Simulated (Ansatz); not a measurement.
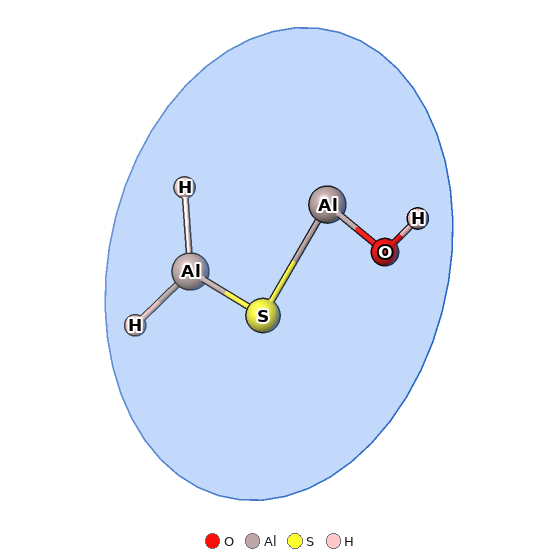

All proper rotation axes (lines) and mirror planes (discs) of the structure are drawn in. Distant atoms are faded towards the background colour. State: charge −1, singlet. The geometry was computed by an optimisation with PBE-D4/def2-SVPD. No frequency run is at hand to confirm it as a minimum.

Name the symmetry elements and the point group.

Answer. It has 1 mirror plane. Point group Cs. The group has 2 operations. The geometry is achiral, and symmetry allows a dipole moment.
